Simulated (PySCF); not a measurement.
## Electronic structure of NaSr (charge +1) in real space

```xyz
2

Na    0.0000    0.0000   -2.9290
Sr    0.0000    0.0000    0.7660
```

Core potentials replace the inner electrons of Sr.

Level of theory: PBE0/def2-SVP, non-relativistic Hamiltonian with scalar-relativistic core potentials where named, at a bond length of 3.695 Å (PySCF).

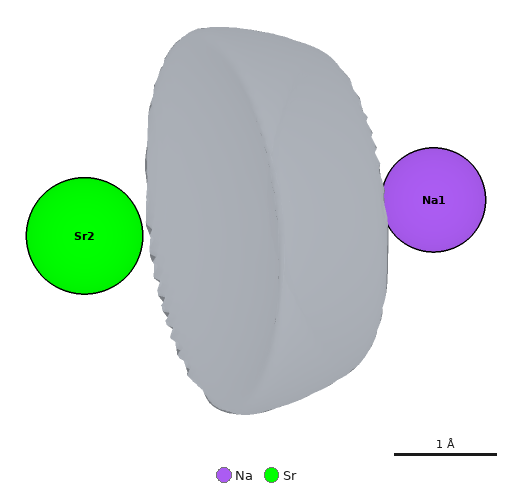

Figure 1. Isosurface of the ELF at 0.9 (grey), seen from one side. Core shells and regions of very low density are left out.

Identify the bonds, lone pairs and shells in this picture.

The ELF exceeds this value in one lobe of the valence shell of Na pointing towards Sr (polar bonds). Along the contacts the grid gives the following. Na–Sr (3.69 Å): the ELF peaks at about 0.95 between the atoms.

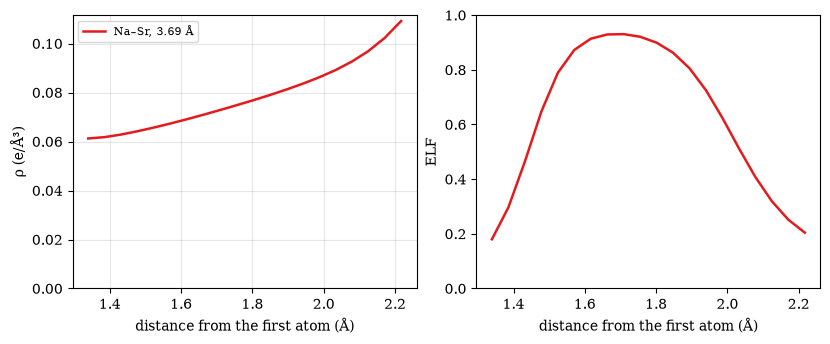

Figure 2. Electron density and electron localisation function along straight lines between neighbouring atoms. The curves leave out the atomic cores.

What can be read from the curves?

Na–Sr (3.69 Å): the density is about 0.08 e/Å³ at the midpoint; the ELF peaks at about 0.95 between the atoms.
